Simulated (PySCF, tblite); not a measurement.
**C5HF3N2O: a rotation path, then NMR shifts on frames**

Aim: move C5HF3N2O (`N#C/C=C(\C#N)OC(F)(F)F`) away from its starting geometry and see how NMR shifts follow the geometry.

The runs use tblite 0.8.0 and PySCF 2.14.0, with density-fitted response routines of our own; the level of theory stands in each step. All values are computed, except where a source is named. Atoms count from 0, in the outputs and in this text.

## 1. The molecule as given

12 atoms, charge 0, multiplicity 1; geometry from: GFN2-xTB.

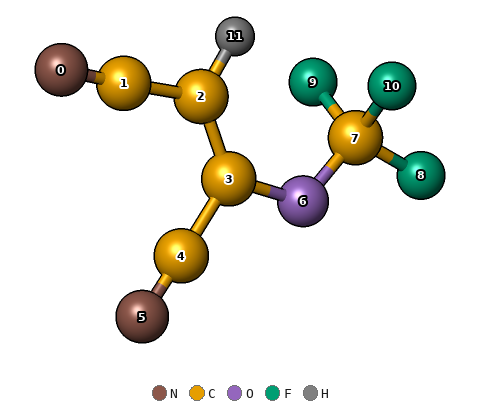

As it starts; nitrogen brown, carbon amber, oxygen purple, fluorine teal, hydrogen grey, atoms numbered; sticks join atoms by distance.

## 2. A band between two rotamers with GFN2-xTB

What the job is given:

```
{"job": {"kind": "neb", "xc": "GFN2-xTB", "basis": "xTB", "atoms": [10, 7, 6, 3], "turn": 120}, "charge": 0, "multiplicity": 1}
N      3.106746    -1.460671    -0.827054
C      2.034726    -1.125999    -0.604751
C      0.697689    -0.761765    -0.345769
C      0.394069     0.457370     0.126425
C      1.408810     1.424663     0.381126
N      2.237999     2.186047     0.579078
O     -0.868270     0.943896     0.422356
C     -1.939243     0.174118     0.245696
F     -3.013227     0.855965     0.594882
F     -2.104170    -0.222513    -1.024109
F     -1.913193    -0.947590     0.978975
H     -0.040738    -1.524206    -0.552881
```

Level: GFN2-xTB climbing-image nudged elastic band, gas phase.

Started as:

```bash
$ OMP_NUM_THREADS=1 python probes_run.py task.json out
```

One launch serves the whole session: the jobs run in the order shown.

The log of the run:

```text
image   E - E0 / eV
  0       0.0000
  1       0.0266
  2       0.0831
  3       0.1392
  4       0.1621
  5       0.1372
  6       0.0828
  7       0.0273
  8       0.0001
```

Run time: 3.4 s. Hardware: 1 thread of AMD EPYC 9R45, shared host; peak memory 0.18 GiB.

The final band, with the dihedral F10–C7–O6–C3:

| image | dihedral (°) | energy (eV) | energy (kcal/mol) |
| --- | --- | --- | --- |
| 0 | 60 | 0.000 | 0.0 |
| 1 | 72 | 0.027 | 0.6 |
| 2 | 86 | 0.083 | 1.9 |
| 3 | 103 | 0.139 | 3.2 |
| 4 | 124 | 0.162 | 3.7 |
| 5 | 143 | 0.137 | 3.2 |
| 6 | 159 | 0.083 | 1.9 |
| 7 | 171 | 0.027 | 0.6 |
| 8 | 180 | 0.000 | 0.0 |

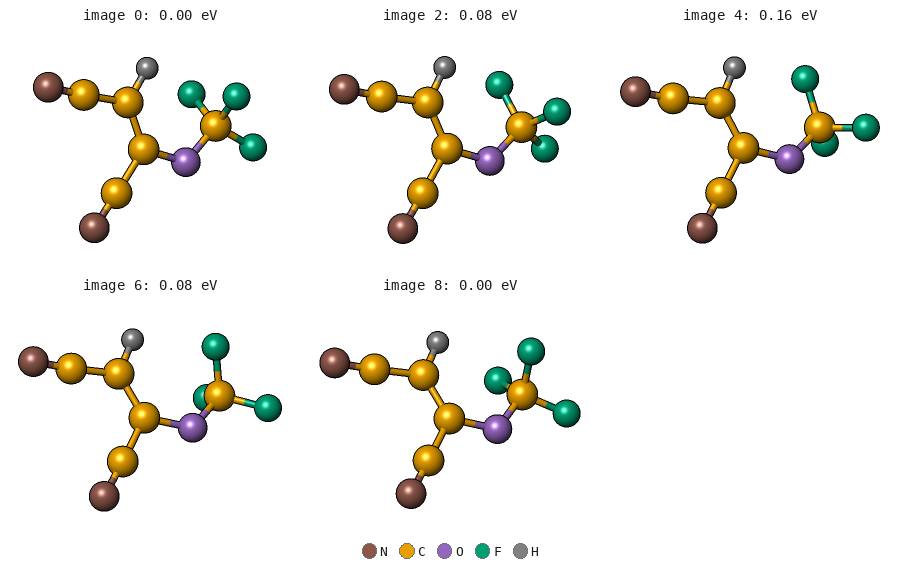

Images along the band.

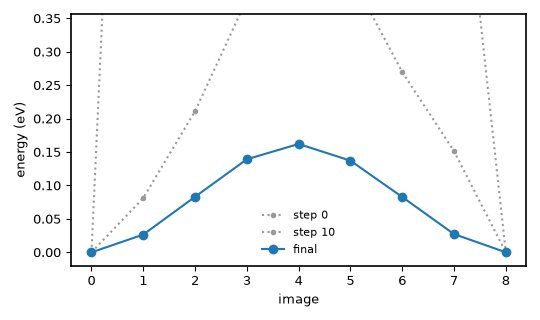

Energy along the band, early and final.

## 3. Nuclear shieldings: image 0, PBE0/pcSseg-1

What the job is given:

```
{"job": {"kind": "nmr", "xc": "PBE0", "basis": "pcSseg-1", "pop": false}, "charge": 0, "multiplicity": 1}
N      3.106700    -1.460700    -0.827100
C      2.034700    -1.126000    -0.604800
C      0.697700    -0.761800    -0.345800
C      0.394100     0.457400     0.126400
C      1.408800     1.424700     0.381100
N      2.238000     2.186000     0.579100
O     -0.868300     0.943900     0.422400
C     -1.939200     0.174100     0.245700
F     -3.013200     0.856000     0.594900
F     -2.104200    -0.222500    -1.024100
F     -1.913200    -0.947600     0.979000
H     -0.040700    -1.524200    -0.552900
```

Method: GIAO PBE0/pcSseg-1 NMR shielding, non-relativistic, gas phase.

The log of the run:

```text
coarse grid: 12520 points
cycle   1  E = -674.1972635738  dE =  2.296e+00  |g| = 1.170e+00  |ddm| = 3.596e+00
cycle   2  E = -673.4998711672  dE =  6.974e-01  |g| = 2.198e+00  |ddm| = 2.328e+00
cycle   3  E = -674.4172359282  dE = -9.174e-01  |g| = 4.657e-01  |ddm| = 1.838e+00
cycle   4  E = -674.4597493185  dE = -4.251e-02  |g| = 9.898e-02  |ddm| = 3.381e-01
cycle   5  E = -674.4615486212  dE = -1.799e-03  |g| = 3.221e-02  |ddm| = 9.176e-02
cycle   6  E = -674.4617371248  dE = -1.885e-04  |g| = 9.214e-03  |ddm| = 2.807e-02
cycle   7  E = -674.4617537450  dE = -1.662e-05  |g| = 2.650e-03  |ddm| = 7.990e-03
cycle   8  E = -674.4617552961  dE = -1.551e-06  |g| = 6.362e-04  |ddm| = 2.411e-03
final grid: 129416 points
cycle   9  E = -674.5548755779  dE = -4.663e-05  |g| = 9.257e-03  |ddm| = 3.359e-02
cycle  10  E = -674.5548601529  dE =  1.543e-05  |g| = 1.331e-02  |ddm| = 1.404e-02
cycle  11  E = -674.5548902186  dE = -3.007e-05  |g| = 1.440e-03  |ddm| = 8.666e-03
cycle  12  E = -674.5548906425  dE = -4.239e-07  |g| = 4.803e-04  |ddm| = 1.388e-03
cycle  13  E = -674.5548906828  dE = -4.029e-08  |g| = 1.978e-04  |ddm| = 4.593e-04
cycle  14  E = -674.5548906884  dE = -5.644e-09  |g| = 1.108e-04  |ddm| = 2.021e-04
cycle  15  E = -674.5548906910  dE = -2.594e-09  |g| = 1.917e-05  |ddm| = 7.906e-05
cycle  16  E = -674.5548906911  dE = -6.753e-11  |g| = 7.409e-06  |ddm| = 1.797e-05
converged SCF energy = -674.5548906911

GIAO shielding tensors (ppm)
atom      isotropic    diamagn.    paramagn.     s11        s22        s33       span
  0 N      -80.281     338.675    -418.957   -232.248   -223.431    214.835    447.083
  1 C       70.445     258.606    -188.161    -42.987    -39.616    293.938    336.925
  2 C       80.895     253.801    -172.905    -20.095    101.329    161.452    181.547
  3 C       41.960     249.555    -207.595    -64.048     84.181    105.747    169.795
  4 C       71.608     259.120    -187.512    -40.725    -37.548    293.098    333.823
  5 N      -74.587     338.584    -413.171   -235.167   -220.678    232.085    467.251
  6 O      151.257     397.762    -246.505    114.987    140.739    198.046     83.059
  7 C       57.821     236.703    -178.882     55.374     56.785     61.305      5.931
  8 F      241.037     465.969    -224.932    183.582    193.278    346.250    162.668
  9 F      244.421     473.121    -228.700    167.422    215.899    349.942    182.520
 10 F      244.470     473.129    -228.660    167.489    215.931    349.988    182.499
 11 H       25.763      29.452      -3.689     21.208     25.489     30.590      9.382
```

Wall time 18 s (1 thread of AMD EPYC 9R45, shared host); peak memory 0.82 GiB.

The references, computed at this level on geometries of the same kind, shield at (ppm): 1H TMS 31.72, 13C TMS 186.9, 19F CFCl3 170.9, 15N NH3 267.7, 17O H2O 336.1. Their shielding less the atom's gives the shift. The references are single molecules in the gas phase, so shifts against H2O, NH3, PH3, H3PO4 or CFCl3 are not on the usual liquid scales and can be off by tens of ppm. Each atom is listed at this fixed geometry, with no averaging over motion; a spectrum would average atoms that exchange fast.

| atoms | environment | σ (ppm) | δ (ppm) |
| --- | --- | --- | --- |
| C3 | alkene carbon bearing oxygen | 42.0 | 145.0 |
| C7 | CF3 carbon | 57.8 | 129.1 |
| C1 | nitrile carbon | 70.4 | 116.5 |
| C4 | nitrile carbon | 71.6 | 115.3 |
| C2 | β carbon of an enol-ether or enamine type C=C | 80.9 | 106.0 |
| H11 | hydrogen on a β carbon of an enol-ether or enamine type C=C | 25.76 | 5.95 |
| N0 | nitrile nitrogen | -80.3 | 348.0 |
| N5 | nitrile nitrogen | -74.6 | 342.3 |
| O6 | ether oxygen | 151.3 | 184.8 |
| F8 | fluorine of an OCF3 group | 241.0 | -70.1 |
| F9 | fluorine of an OCF3 group | 244.4 | -73.5 |
| F10 | fluorine of an OCF3 group | 244.5 | -73.5 |

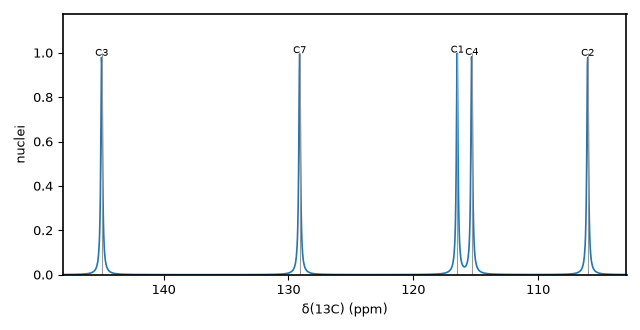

13C lines at the computed shifts, without couplings. Lines are broadened to a width of 0.16 ppm (Lorentzian).

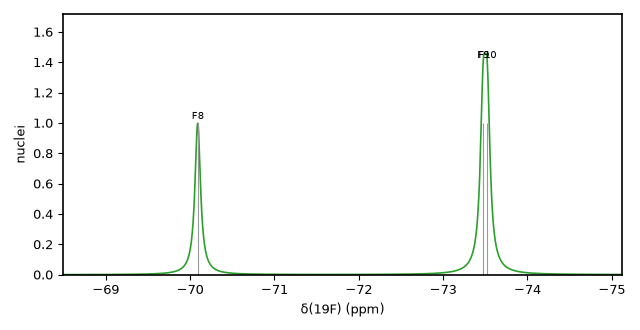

19F lines at the computed shifts, without couplings. Lines are broadened to a width of 0.08 ppm (Lorentzian).

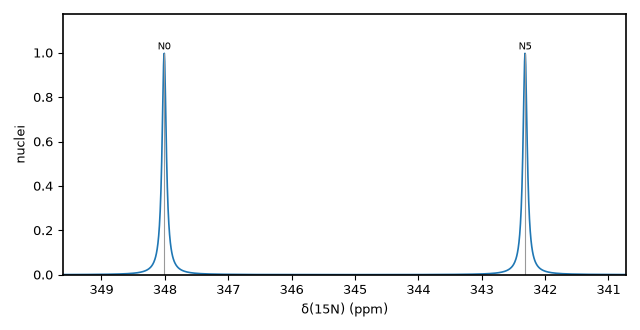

15N lines at the computed shifts, without couplings. Lines are broadened to a width of 0.08 ppm (Lorentzian).

## 4. Shielding tensors: image 2, PBE0/pcSseg-1

What the job is given:

```
{"job": {"kind": "nmr", "xc": "PBE0", "basis": "pcSseg-1", "pop": false}, "charge": 0, "multiplicity": 1}
N      3.152800    -1.347600    -1.058000
C      2.088200    -1.059800    -0.750400
C      0.748900    -0.764600    -0.425000
C      0.409800     0.401800     0.145500
C      1.406600     1.362400     0.490000
N      2.218700     2.118100     0.765600
O     -0.855000     0.869500     0.457000
C     -1.977200     0.170800     0.299100
F     -2.983700     1.021500     0.174200
F     -2.003400    -0.625800    -0.775100
F     -2.242600    -0.615700     1.348700
H      0.038200    -1.531200    -0.697600
```

Level: GIAO PBE0/pcSseg-1 NMR shielding, non-relativistic, gas phase.

The log of the run:

```text
coarse grid: 12520 points
cycle   1  E = -674.1940749755  dE =  2.292e+00  |g| = 1.169e+00  |ddm| = 3.582e+00
cycle   2  E = -673.4994882690  dE =  6.946e-01  |g| = 2.193e+00  |ddm| = 2.320e+00
cycle   3  E = -674.4138534393  dE = -9.144e-01  |g| = 4.672e-01  |ddm| = 1.832e+00
cycle   4  E = -674.4566113942  dE = -4.276e-02  |g| = 9.896e-02  |ddm| = 3.372e-01
cycle   5  E = -674.4584089225  dE = -1.798e-03  |g| = 3.258e-02  |ddm| = 9.138e-02
cycle   6  E = -674.4585986238  dE = -1.897e-04  |g| = 9.224e-03  |ddm| = 2.783e-02
cycle   7  E = -674.4586151519  dE = -1.653e-05  |g| = 2.654e-03  |ddm| = 7.924e-03
cycle   8  E = -674.4586167044  dE = -1.553e-06  |g| = 6.445e-04  |ddm| = 2.425e-03
final grid: 129416 points
cycle   9  E = -674.5515262897  dE = -4.342e-05  |g| = 9.233e-03  |ddm| = 3.146e-02
cycle  10  E = -674.5515106380  dE =  1.565e-05  |g| = 1.333e-02  |ddm| = 1.375e-02
cycle  11  E = -674.5515407468  dE = -3.011e-05  |g| = 1.489e-03  |ddm| = 8.580e-03
cycle  12  E = -674.5515412042  dE = -4.574e-07  |g| = 5.007e-04  |ddm| = 1.412e-03
cycle  13  E = -674.5515412451  dE = -4.091e-08  |g| = 2.372e-04  |ddm| = 4.884e-04
cycle  14  E = -674.5515412545  dE = -9.411e-09  |g| = 1.040e-04  |ddm| = 2.195e-04
cycle  15  E = -674.5515412568  dE = -2.325e-09  |g| = 1.772e-05  |ddm| = 7.642e-05
cycle  16  E = -674.5515412569  dE = -6.071e-11  |g| = 7.216e-06  |ddm| = 1.681e-05
converged SCF energy = -674.5515412569

GIAO shielding tensors (ppm)
atom      isotropic    diamagn.    paramagn.     s11        s22        s33       span
  0 N      -80.402     338.549    -418.951   -231.579   -224.564    214.937    446.515
  1 C       70.410     258.503    -188.093    -43.012    -39.757    293.999    337.011
  2 C       82.326     253.248    -170.921    -17.110    102.391    161.697    178.807
  3 C       42.293     248.274    -205.981    -62.047     85.534    103.391    165.438
  4 C       71.443     259.399    -187.956    -41.214    -37.546    293.089    334.303
  5 N      -72.904     338.527    -411.432   -231.965   -219.847    233.100    465.065
  6 O      157.052     398.102    -241.050    121.075    146.371    203.710     82.635
  7 C       57.616     236.368    -178.752     55.541     56.697     60.610      5.069
  8 F      234.121     466.444    -232.323    175.112    184.674    342.576    167.465
  9 F      247.051     474.058    -227.007    177.693    223.176    340.286    162.593
 10 F      235.661     470.621    -234.960    166.489    192.597    347.897    181.408
 11 H       25.644      29.418      -3.774     20.568     25.870     30.493      9.925
```

It took 17 s on 1 thread of AMD EPYC 9R45, shared host; peak memory 0.85 GiB.

This run: δ C3 144.6, C7 129.3, C1 116.5, C4 115.5, H11 6.07 ppm.

(Part 1 of 2 ends here.)
